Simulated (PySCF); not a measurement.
# B2PLYP/STO-6G run of S2F2 (Thio-thionyl fluoride)

What is the vertical ionisation energy of S2F2 (Thio-thionyl fluoride) at B2PLYP/STO-6G? The job is set up through a Python script.

Program for the calculation: PySCF 2.14.0.

8 further runs of the same task are left out: 8 set aside as unsound or not needed.

## 1. Starting point

S2F2: 4 atoms, total charge 0, spin state singlet. As SMILES, `FS(F)=S`. The shape is that of a PBE0-D4/def2-TZVP optimisation.

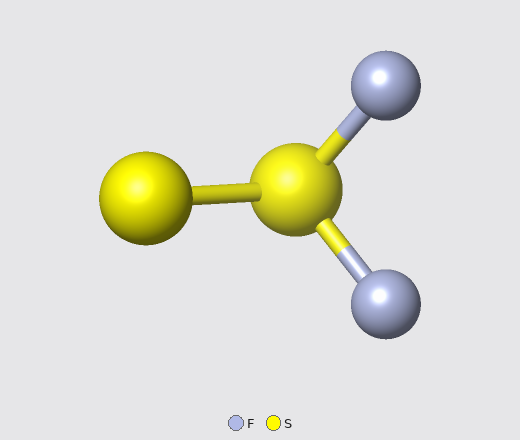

The structure, seen from a chosen angle (fluorine light blue, sulfur yellow).

## 2. The energy at B2PLYP/STO-6G

Input file calc.py:

```python
from pyscf import gto, dft, mp

system = gto.Mole()
system.atom = '''
F      1.388816     0.636441     2.265876
S     -0.908750    -0.170208     0.454914
F      0.592354    -2.612433    -0.540821
S     -1.072438     2.146181    -2.179969
'''
system.max_memory = 1860
system.basis = 'sto-6g'
system.unit = 'bohr'
system.spin = 0
system.verbose = 3
system.build()

mf = dft.RKS(system, xc='0.53*HF + 0.47*B88, 0.73*LYP')
mf.conv_tol = 1e-10
mf.grids.level = 5
mf.kernel()
if not mf.converged:
    mf = mf.newton().run(mf.mo_coeff, mf.mo_occ)

pt = mp.MP2(mf, frozen=12).run()
etot = mf.e_tot + 0.27 * pt.e_corr
print('PT2 part  %.8f' % (0.27 * pt.e_corr))
print('Final energy', etot)
```

Started as:

```bash
$ OMP_NUM_THREADS=1 python calc.py
```

Output:

```text
converged SCF energy = -991.469040293089
E(RMP2) = -991.612264809406  E_corr = -0.143224516317181
E(SCS-RMP2) = -991.618998502421  E_corr = -0.149958209331878
PT2 part  -0.03867062
Final energy -991.5077109124948
```

Wall time 5.4 s (1 thread of Arm Neoverse V1, shared host); peak memory 0.23 GiB.

## 3. The doublet cation

Input file job.py:

```python
from pyscf import gto, dft, mp

system = gto.M(
    atom=[
    ('F', (0.734930, 0.336790, 1.199050)),
    ('S', (-0.480890, -0.090070, 0.240730)),
    ('F', (0.313460, -1.382440, -0.286190)),
    ('S', (-0.567510, 1.135710, -1.153590)),
],
    spin=1,
    max_memory=1860,
    basis='sto-6g',
    verbose=3,
    charge=1,
)

mf = dft.UKS(system, xc='0.53*HF + 0.47*B88, 0.73*LYP')
mf.grids.level = 5
mf.conv_tol = 1e-10
mf.kernel()
if not mf.converged:
    mf = mf.newton().run(mf.mo_coeff, mf.mo_occ)

pt = mp.MP2(mf, frozen=12).run()
e_tot = mf.e_tot + 0.27 * pt.e_corr
print('PT2 part  %.8f' % (0.27 * pt.e_corr))
print('E(%s) = %.9f' % ('B2PLYP', e_tot))
```

Started as:

```bash
$ OMP_NUM_THREADS=1 python job.py
```

Output:

```text
WARN: HOMO -0.288152815510793 >= LUMO -0.288152815510795

converged SCF energy = -991.258794520729  <S^2> = 0.75399385  2S+1 = 2.0039899
E(UMP2) = -991.393762775693  E_corr = -0.134968254964129
E(SCS-UMP2) = -991.401695370331  E_corr = -0.142900849601727
PT2 part  -0.03644143
E(B2PLYP) = -991.295235950
```

Run time: 9.9 s. Hardware: 1 thread of Arm Neoverse V1, shared host; peak memory 0.24 GiB.

## 4. Results

Level: B2PLYP/STO-6G, 12 core orbitals frozen.

```
                                                                quantity          value
                                              singlet S2F2: total energy  -991.50771 Eh
                                  singlet S2F2: dipole moment (SCF part)         1.96 D
                         singlet S2F2: HOMO energy (SCF part's orbitals)       -3.93 eV
                         singlet S2F2: LUMO energy (SCF part's orbitals)        4.63 eV
                       singlet S2F2: HOMO–LUMO gap (SCF part's orbitals)        8.56 eV
                                            doublet cation: total energy  -991.29524 Eh
doublet cation: HOMO energy (SCF part's orbitals) (highest over α and β)      -14.08 eV
 doublet cation: LUMO energy (SCF part's orbitals) (lowest over α and β)       -7.53 eV
                                                    doublet cation: ⟨S²⟩          0.754
                      vertical ionisation energy (to the doublet cation)       5.782 eV
```

The vertical ionisation energy comes to 5.78 eV (133 kcal/mol). The negative HOMO energy of the first species, 3.93 eV, lies 1.85 eV below that difference. In a minimal basis such a difference can be off by several eV, whatever the method. Mulliken charges (singlet S2F2) run from -0.24 on S4 to +0.62 on S2. Mulliken charges (doublet cation) run from -0.06 on F1 to +0.78 on S2; they depend strongly on the basis.
